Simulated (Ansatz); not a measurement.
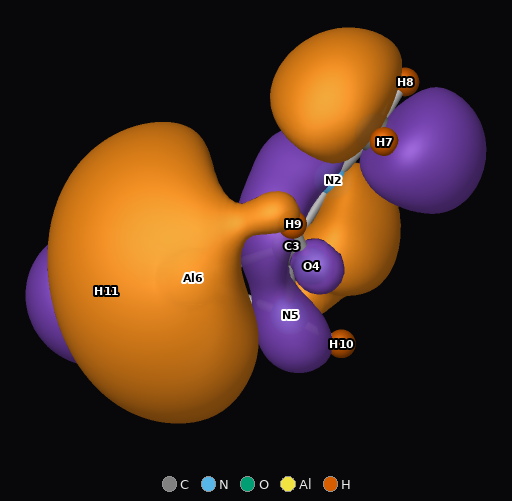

Figure. C$_{2}$H$_{5}$AlN$_{2}$O. The LUMO at ±0.05 Å⁻³ᐟ² (orange and purple are the two phases), seen at an oblique angle.

Level of theory: RKS PBE0/def2-SVP in Ansatz 0.2.0.

```xyz
11

C     0.8630   -1.4227   -1.1225
N     0.9246   -0.3737   -0.4106
C    -0.2362    0.2146    0.1456
O    -1.4599   -0.2604   -0.3358
N    -0.1977    1.6656    0.1887
Al    0.0213    1.1832    1.8431
H    -0.0807   -1.9325   -1.3876
H     1.7920   -1.8583   -1.5149
H    -1.5732   -1.1649   -0.0236
H    -0.1773    2.1876   -0.6808
H     0.1894    1.7046    3.3189
```

Describe this orbital and give its energy.

Answer. Its weight (Hirshfeld) is mainly on Al6 (about 50 %), C1 (about 15 %), H11 (about 10 %), C3 (about 10 %) and N2 (about 10 %). Its energy is −1.01 eV.
